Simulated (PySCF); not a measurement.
**One shape, several levels: doublet CHFO+**

Aim: a comparison of 4 runs (U-r2SCAN/def2-TZVPP, UB3LYP/def2-TZVPP, UBLYP/def2-TZVPP, UTPSS/def2-TZVPP) of doublet CHFO+. The job is set up through a Python script.

The calculation is run with PySCF 2.14.0.

## Step 1: The system as given

The species is CHFO+ (4 atoms), meant as a doublet with charge +1. As SMILES of the parent species, `O=CF`. The coordinates come from a PBE0-D4/def2-TZVP relaxation. That shape belongs to the parent species and isn't relaxed for this state.

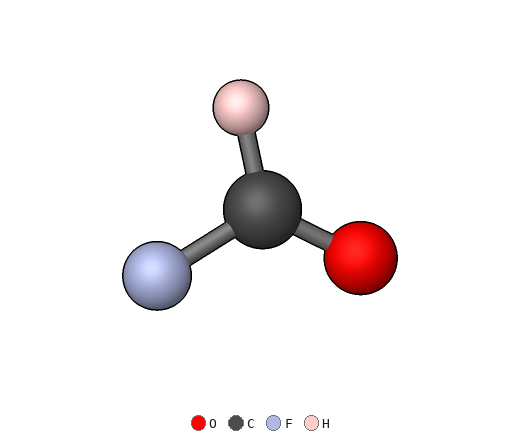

The structure, seen from a chosen angle (oxygen red, carbon dark grey, fluorine light blue, hydrogen pink).

## Step 2: The energy at U-r2SCAN/def2-TZVPP (run 1)

run.py

```python
from pyscf import gto, dft

system = gto.M(
    atom='O -0.889340 0.201180 0.827740; C -0.046400 0.067520 0.021620; F 0.585200 -1.091810 -0.181820; H 0.350540 0.823120 -0.667550',
    spin=1,
    charge=1,
    basis='def2-tzvpp',
    max_memory=1860,
    verbose=3,
)

mf = dft.UKS(system)
mf.xc = 'r2scan'
mf.conv_tol = 1e-10
mf.grids.level = 5
mf.kernel()
if not mf.converged:
    mf = mf.newton().run(mf.mo_coeff, mf.mo_occ)

e_tot = mf.e_tot
print('E(%s) = %.9f' % ('R2SCAN', e_tot))
```

The run is started by

```
OMP_NUM_THREADS=1 python run.py
```

Output:

```text
WARN: HOMO -0.385012305730438 >= LUMO -0.385012305730442

converged SCF energy = -213.310410800688  <S^2> = 0.75767392  2S+1 = 2.0076593
E(R2SCAN) = -213.310410801
```

Run time: 64 s. Hardware: 1 thread of Arm Neoverse V1, shared host; peak memory 0.61 GiB.

## Step 3: A single-point energy at UB3LYP/def2-TZVPP (run 2)

run.py

```python
from pyscf import gto, dft

mol = gto.Mole()
mol.atom = [
    ('O', (-0.889340, 0.201180, 0.827740)),
    ('C', (-0.046400, 0.067520, 0.021620)),
    ('F', (0.585200, -1.091810, -0.181820)),
    ('H', (0.350540, 0.823120, -0.667550)),
]
mol.verbose = 3
mol.spin = 1
mol.max_memory = 1860
mol.charge = 1
mol.basis = 'def2-tzvpp'
mol.build()

mf = dft.UKS(mol, xc='b3lyp')
mf.grids.level = 5
mf.conv_tol = 1e-10
mf.kernel()
if not mf.converged:
    mf = mf.newton().run(mf.mo_coeff, mf.mo_occ)

energy = mf.e_tot
print('E = %.10f Eh' % energy)
```

The run is started by

```
OMP_NUM_THREADS=1 python run.py
```

Output:

```text
WARN: HOMO -0.393797428994901 >= LUMO -0.393797428994905

converged SCF energy = -213.40447889935  <S^2> = 0.75626371  2S+1 = 2.0062539
E = -213.4044788993 Eh
```

Run time: 29 s. Hardware: 1 thread of Arm Neoverse V1, shared host; peak memory 0.55 GiB.

Run 3 isn't shown in full; the table further down has it.

## Step 4: The energy at UTPSS/def2-TZVPP (run 4)

input.py

```python
from pyscf import gto, dft

mol = gto.Mole()
mol.atom = '''
O       -0.889340       0.201180       0.827740
C       -0.046400       0.067520       0.021620
F        0.585200      -1.091810      -0.181820
H        0.350540       0.823120      -0.667550
'''
mol.charge = 1
mol.basis = 'def2-tzvpp'
mol.spin = 1
mol.max_memory = 1860
mol.verbose = 4
mol.build()

myscf = dft.UKS(mol)
myscf.xc = 'tpss'
myscf.grids.level = 5
myscf.conv_tol = 1e-10
myscf.kernel()
if not myscf.converged:
    myscf = myscf.newton().run(myscf.mo_coeff, myscf.mo_occ)

e_tot = myscf.e_tot
print(f'total energy: {e_tot:.8f} hartree')
```

The run is started by

```
OMP_NUM_THREADS=1 python input.py
```

Output:

```text
PySCF version 2.14.0

[... 103 lines left out ...]
converged SCF energy = -213.434277096176  <S^2> = 0.75502577  2S+1 = 2.0050195
total energy: -213.43427710 hartree
```

Wall time 61 s (1 thread of Arm Neoverse V1, shared host); peak memory 0.61 GiB.

## Step 5: All runs side by side

```
run                level  energy (Eh)  HOMO energy (eV)  LUMO energy (eV)   ⟨S²⟩  wall time
  1  U-r2SCAN/def2-TZVPP  -213.310411            -19.01            -16.41  0.758       64 s
  2    UB3LYP/def2-TZVPP  -213.404479            -20.34            -15.90  0.756       29 s
  3     UBLYP/def2-TZVPP  -213.388222            -18.51            -16.97  0.754       23 s
  4     UTPSS/def2-TZVPP  -213.434277            -18.70            -16.72  0.755       61 s
```

## Step 6: What came out

| quantity | value |
| --- | --- |
| run 4: total energy | -213.43428 Eh |
| run 4: HOMO energy (highest over α and β) | -18.70 eV |
| run 4: LUMO energy (lowest over α and β) | -16.72 eV |
| run 4: ⟨S²⟩ | 0.755 |

In words: Totals of different functionals can't be ranked against each other. All runs together took 3 min, the longest 64 s.
